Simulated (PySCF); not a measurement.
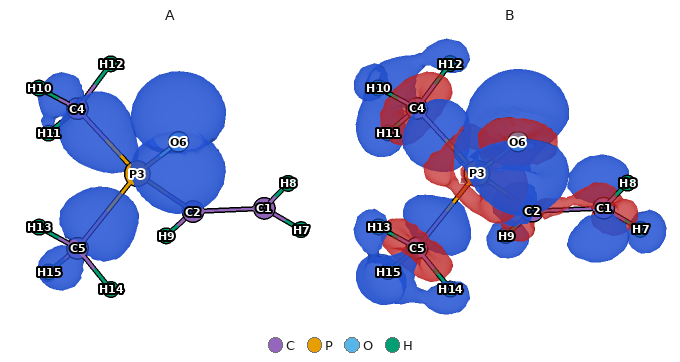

*C₄H₉OP, SMILES `C=CP(C)(C)=O`. The Fukui function f⁻ from two separate SCF calculations and the density of the HOMO, at ±0.02 e/Å³ (blue positive, red negative).*

PySCF calculation, PBE0/6-31+G*, gas phase; geometry: GFN2-xTB. No frequency check shows the geometry to be a minimum. GFN2-xTB bond lengths at metals and heavier atoms can be off by up to 0.1 Å and shapes distorted, which carries into these values.

Question: Which panel is which, and how good is the frozen-orbital picture?

Answer: B is f⁻ (it has negative regions), A the HOMO density. The HOMO lies on O6 (59 %), P3 (15 %) and C4 and C5 (9 % each); f⁻ (Hirshfeld-condensed) is largest on O6 (0.29); the vertical ionisation energy is 9.60 eV (the stability of the cation's solution wasn't checked). Relaxation shifts 37 % of the electron between atoms. The orbital energy is −7.60 eV.

Run time: 3.9 min on 1 thread of Intel(R) Xeon(R) Processor @ 2.50GHz (Skylake/Cascade Lake), with other jobs on the host, peak memory 0.65 GiB.
